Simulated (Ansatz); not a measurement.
# Single-point calculation, with input and output: CH$_{4}$FNOSi

- system: CH$_{4}$FNOSi
- method: RKS PBE0-D4/def2-TZVPP (Ansatz 0.2.0)

The geometry comes from this level: PBE0-D4/def2-TZVP.

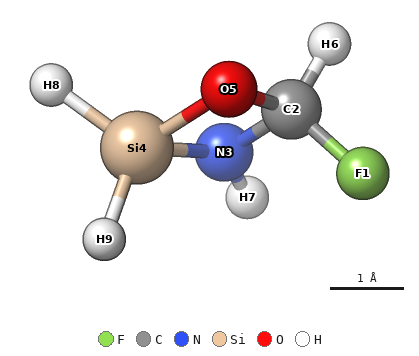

Figure 1. The structure (ball-and-stick view, seen at a tilt; atoms are numbered from 1 in the order of the input).

Results in brief:

| quantity | value |
| --- | --- |
| outcome | converged |
| total energy | −15227.1774 eV |
| mean-field energy | −15227.0295 eV |
| dispersion energy | −0.1479 eV |
| SCF solution under orbital rotations | stable |
| HOMO | −7.92 eV |
| LUMO | −0.54 eV |
| hardware | 2 threads of Arm Neoverse N1, 23 GiB of memory available, shared host |
| wall time | 8 s (CPU time 14 s) |
| peak memory | 0.46 GiB |

Input:
```yaml
crystal:
  periodic: [false, false, false]
  atoms:
    - {symbol: F, position_ang: [-0.120692, 2.017641, 0.407117]}
    - {symbol: C, position_ang: [0.130223, 0.957507, -0.429449]}
    - {symbol: N, position_ang: [0.918100, -0.058925, 0.202815]}
    - {symbol: Si, position_ang: [-0.465983, -1.079519, 0.182712]}
    - {symbol: O, position_ang: [-1.050301, 0.241841, -0.675766]}
    - {symbol: H, position_ang: [0.540639, 1.390254, -1.346992]}
    - {symbol: H, position_ang: [1.676041, 0.185952, 0.813352]}
    - {symbol: H, position_ang: [-0.373400, -2.315833, -0.626868]}
    - {symbol: H, position_ang: [-1.166028, -1.385216, 1.455981]}
basis:
  gaussian: {orbitals: def2-TZVPP}
hamiltonian: {xc: pbe0, dispersion: d4}
output: {orbitals: {seedname: orbitals}}
```

Launched with:
```bash
ansatz run in.yaml --threads 2 --pin off --events-out ev --progress --plain --max-ram 4352MiB
```

What the program printed:
```
Functional definition: PBE0
  name "PBE0"
  cite "Adamo & Barone, J. Chem. Phys. 110, 6158 (1999) doi:10.1063/1.478522"
  cite "Perdew, Burke & Ernzerhof, Phys. Rev. Lett. 77, 3865 (1996) doi:10.1103/PhysRevLett.77.3865"
  parent pbe
  parameter a = 0.25
  parameter kappa = 0.804
  parameter beta = 0.06672455060314922
  exchange = (1 - a)*pbe_x(kappa = kappa, mu = beta*pi^2/3) + a*exact_x
  correlation = pbe_c(beta = beta)
1169 factors; their error is unknown
mean field evaluation 1: about -15219.9664 eV, gradient 6.5e1 eV
mean field evaluation 2: about -15211.9618 eV, gradient 8.9e1 eV
mean field evaluation 4: about -15226.9550 eV, gradient 5.5e0 eV
mean field evaluation 8: about -15226.9992 eV, gradient 6.7e-2 eV
mean field evaluation 16: about -15227.0294 eV, gradient 3.1e-5 eV
mean field -15227.02943783 eV, -559.5830105890 hartree, gradient 3.1e-5 eV, S^2 0.000000; 0 other end points of the search recorded, 0 dependent functions left out
reference -15227.02946572 eV, -559.5830116138 hartree; 24, 24 occupied and 198, 198 virtual orbitals, 1169 factors
Total energy: -15227.17737225 eV, -559.5884470788 hartree
```

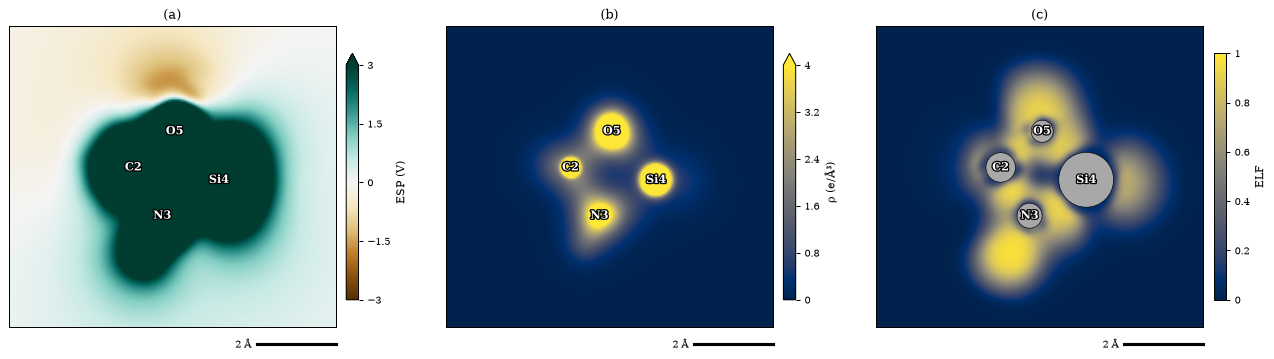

Figure 2. (a) electrostatic potential; (b) electron density; (c) ELF on the plane of atoms N3, C2 and O5. Grey discs, where drawn, cover atomic cores. The section cuts through C, N, Si and O sites. C–N (1.43 Å): ρ at the midpoint is about 2.1 e/Å³; the ELF peaks at about 0.90 between the atoms (localised, shared-pair bonding). Si–O (1.68 Å): ρ is about 1.1 e/Å³ halfway; the ELF peaks at about 0.90 between the atoms, which marks a shared but strongly polarised pair.

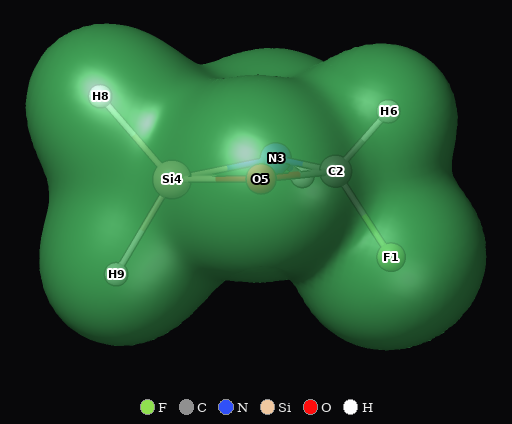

Figure 3. Isosurface of the total electron density at 0.05 e/Å³ (green), seen from the side. At this value the surface is in one piece. On the grid the lowest density along these lines, outside the cores, is 1.7 e/Å³ (C–F, 1.37 Å), 1.9 e/Å³ (C–O, 1.40 Å), 2 e/Å³ (C–N, 1.43 Å) and 0.99 e/Å³ (Si–O, 1.68 Å).

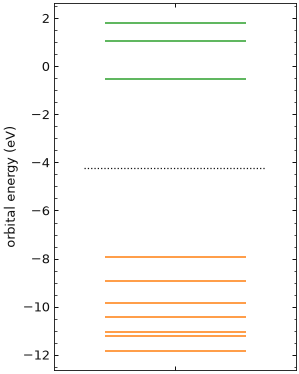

Figure 4. Orbital energies near the frontier; the dotted line parts filled from empty levels, and levels within 0.02 eV of each other stand side by side. Highest filled −7.92 eV, lowest empty −0.54 eV, 7.38 eV apart.
